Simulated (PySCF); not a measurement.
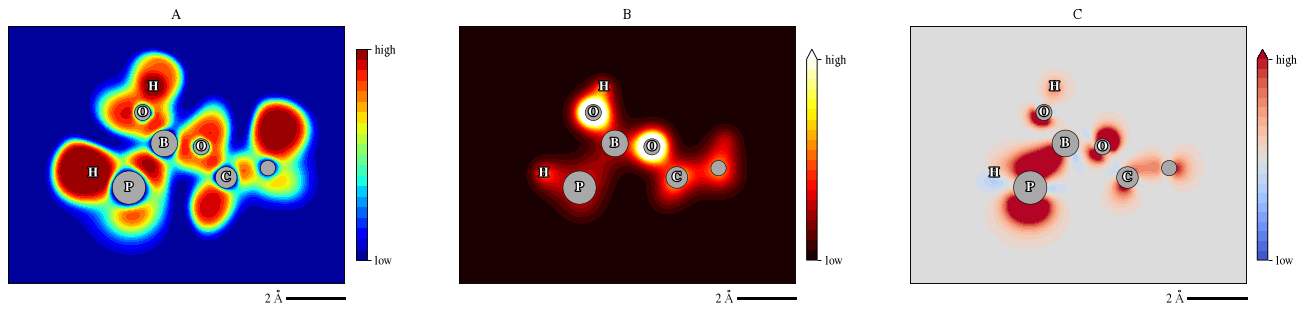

C3H8BO2P (SMILES OB([PH2+])OC1CC1) (charge +1, doublet): 3 fields on the plane of atoms B2, O1 and H8, with unlabelled colour scales. Grey discs cover the atomic cores.

Geometry: GFN2-xTB.

All numbers below come from UKS B3LYP, pcH-1 on B C H O P, non-relativistic, mean-field spin-orbit, GIAO (PySCF 2.14.0, density-fitted response routines).

```yaml
atoms:
  - { symbol: O, position_ang: [2.1410, -1.7706, -0.6252] }
  - { symbol: B, position_ang: [1.3685, -0.8251, -0.1286] }
  - { symbol: P, position_ang: [2.5579, 0.4030, 0.8713] }
  - { symbol: O, position_ang: [0.0832, -0.6407, -0.2556] }
  - { symbol: C, position_ang: [-0.8181, 0.2282, 0.3477] }
  - { symbol: C, position_ang: [-2.2831, -0.1349, 0.2583] }
  - { symbol: C, position_ang: [-1.7477, 1.0023, -0.5452] }
  - { symbol: H, position_ang: [1.8072, -2.5286, -1.1120] }
  - { symbol: H, position_ang: [3.8543, 0.0345, 0.5534] }
  - { symbol: H, position_ang: [2.5179, 1.6852, 0.3375] }
  - { symbol: H, position_ang: [-0.4412, 0.6717, 1.2668] }
  - { symbol: H, position_ang: [-2.5241, -1.0517, -0.2563] }
  - { symbol: H, position_ang: [-2.8912, 0.0641, 1.1265] }
  - { symbol: H, position_ang: [-1.6410, 0.8581, -1.6091] }
  - { symbol: H, position_ang: [-1.9883, 2.0124, -0.2517] }
```

### Match the panels to the quantities (electron density, electron localisation function and spin density).

Panel A: electron localisation function. Panel B: electron density. Panel C: spin density (confined to the atoms that carry the unpaired spin). From the grid: B–O (1.30 Å): ρ at the midpoint is about 2.3 e/Å³; the ELF peaks at about 0.90 between the atoms (a polar covalent bond). C–O (1.39 Å): the density is about 2.1 e/Å³ at the midpoint, with its minimum of 1.7 e/Å³ about 0.5 Å from C; the ELF peaks at about 0.90 between the atoms (a polar covalent bond).
